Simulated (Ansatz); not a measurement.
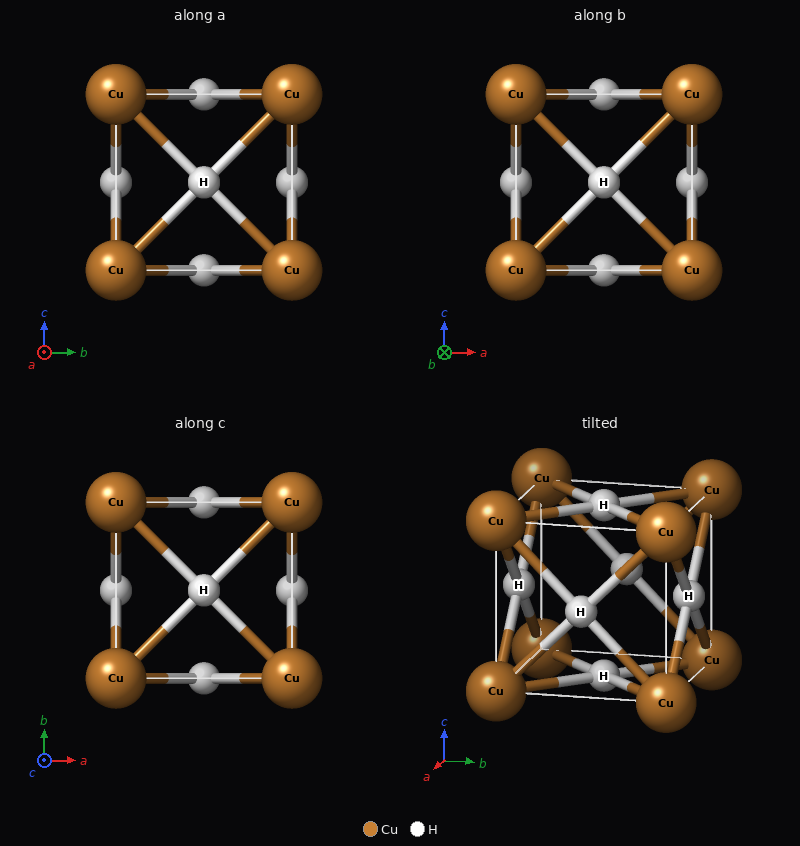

This ball-and-stick model is shown along the a axis, along the b axis, along the c axis and slightly off an axis. Thin lines show the conventional unit cell, with boundary atoms drawn in all their periodic places.

Lattice parameters: a = 2.771 Å, b = 2.771 Å, c = 2.771 Å, α = 90.00°, β = 90.00°, γ = 90.00°.

### Write down what is shown as a table of Wyckoff sites.

Space group Pm-3m (No. 221).
```json
{"atom": "Cu", "site": "1a", "x": "0.0000", "y": "0.0000", "z": "0.0000"}
{"atom": "H", "site": "3c", "x": "0.5000", "y": "0.5000", "z": "0.0000"}
```

It goes back to a structure type filled with these elements by a generator (whether the compound takes this form wasn't checked). Earlier steps of the study may have refined or changed the cell and positions. A calculation with Ansatz used it as input.
